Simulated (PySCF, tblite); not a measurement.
Molecule: C₃H₁₀N₂Si, SMILES N[C@H]1CN[SiH2]C1.

```xyz
16

N     -2.0579    -0.7856    -0.1162
C     -0.8285    -0.1613     0.3357
C      0.3025    -1.1926     0.3926
N      1.5285    -0.4475     0.5768
Si     1.5197     1.1334    -0.0857
C     -0.3254     1.0155    -0.5151
H     -1.9527    -1.1057    -1.0745
H     -2.8192    -0.1156    -0.0983
H     -1.0050     0.1994     1.3546
H      0.1461    -1.8880     1.2213
H      0.3103    -1.7764    -0.5395
H      2.3413    -1.0106     0.7590
H      1.8493     2.1165     0.9491
H      2.3464     1.3362    -1.2832
H     -0.9048     1.9149    -0.3152
H     -0.4581     0.7765    -1.5728
```

Vertical TDDFT excitations, B3LYP/def2-SVPD in PySCF 2.14.0, at a GFN2-xTB geometry (a minimum by its frequencies), gas phase.

Predict the low-lying singlet excitations and the spectrum.

Answer. The lowest singlet lies at 5.54 eV (224 nm, f = 0.004); the brightest of the first 8 is S4 at 6.17 eV (201 nm), f = 0.038, mainly HOMO−1 → LUMO+1 (60 %). No singlet lies below 3.1 eV (beyond 400 nm), so at this level no vertical transition falls in the visible.


| state | E (eV) | λ (nm) | f | main character |
| --- | --- | --- | --- | --- |
| S1 | 5.54 | 224 | 0.004 | HOMO → LUMO (62 %) |
| S2 | 5.75 | 216 | 0.005 | HOMO → LUMO+1 (61 %) |
| S3 | 5.88 | 211 | 0.032 | HOMO−1 → LUMO (57 %) |
| S4 | 6.17 | 201 | 0.038 | HOMO−1 → LUMO+1 (60 %) |
| S5 | 6.51 | 190 | 0.007 | HOMO → LUMO+2 (88 %) |
| S6 | 6.69 | 185 | 0.001 | HOMO−1 → LUMO+2 (54 %) |
| S7 | 6.72 | 185 | 0.007 | HOMO → LUMO+3 (52 %) |
| S8 | 6.80 | 182 | 0.001 | HOMO−1 → LUMO+3 (72 %) |

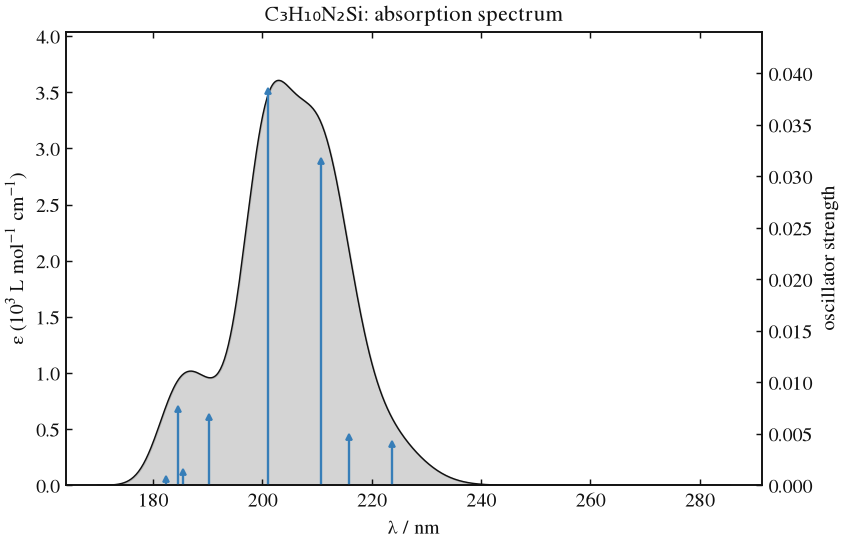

Only the first 8 singlet excitations are included; each is broadened by a Gaussian of 1/e half-width 0.20 eV. Sticks give oscillator strengths (right axis).

Note: states above the negative HOMO energy depend on the basis; the tight-binding geometry is rougher than a DFT one and adds to the error; one conformer of a flexible molecule; core orbitals are frozen in the response.
